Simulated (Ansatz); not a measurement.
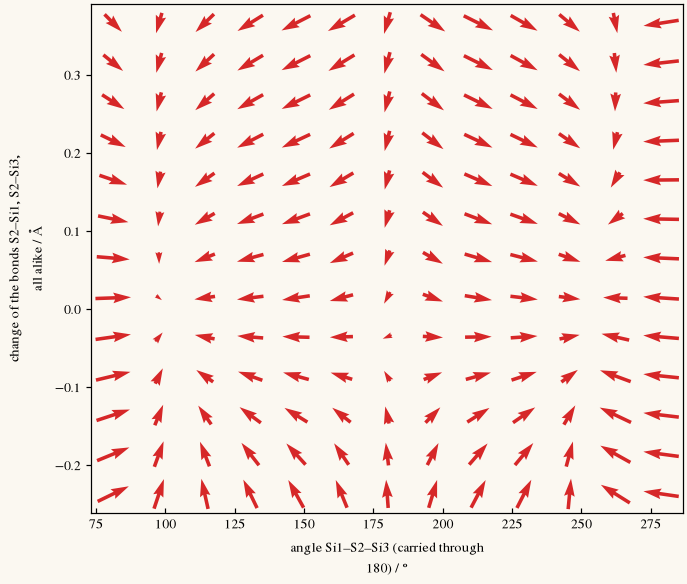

H₆SSi₂, SMILES [SiH3]S[SiH3]. First axis: angle Si1–S2–Si3 (carried through 180). Second axis: change of the bonds S2–Si1, S2–Si3, all alike. Nothing is relaxed (all other coordinates rigid). The scan uses a 13 × 13 grid. Points are written as (first, second). Level of theory: Ansatz, RKS PBE0-D4/def2-SVP.

Drawn: arrows along the force (downhill), their lengths compressed.

Question: The arrows alone are given. Where are the wells?

Answer: The arrows converge at about (100°, −0.001 Å); about (255°, 0.01 Å) (15 kJ/mol up) (read from the interpolated surface).

The energy map of the same scan:

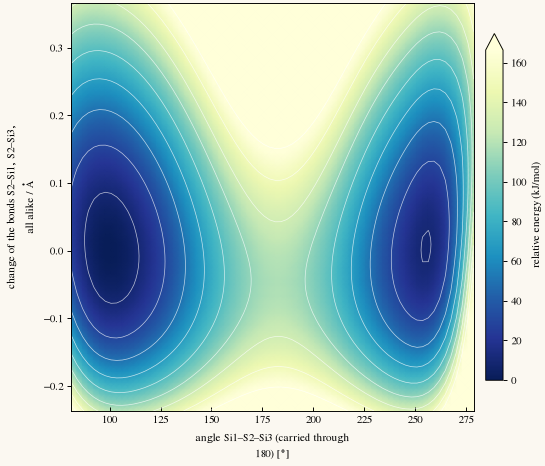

Energies are in kJ/mol, from the relaxed molecule at the same level; between grid points the surface is interpolated.
